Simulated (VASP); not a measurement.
Band structure of WS$_{2}$ (2H layered). Level of theory: LDA (Ceperley-Alder, Perdew-Zunger), VASP's LDA PAW potentials (set 64) (plane waves; VASP).

Unless said otherwise, spin-orbit coupling is left out, though it shifts the bands of the heavy elements here.

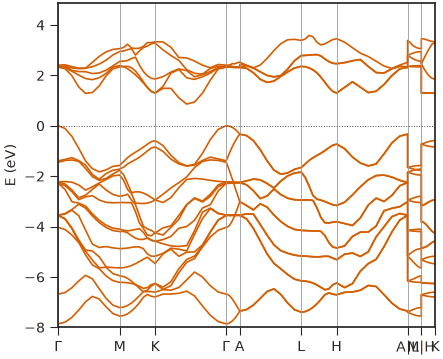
Bands along high-symmetry lines, zero at the valence-band maximum or, without a gap, the Fermi level

Q: Read the plot: is there a gap, and where are the band edges?

A: The gap is indirect, 0.86 eV, from the valence maximum at Γ to the conduction minimum at K-Γ at 0.44. (Edges off the drawn lines would not show.)

The compound is WS2 in the 2H layered structure. It was relaxed first.
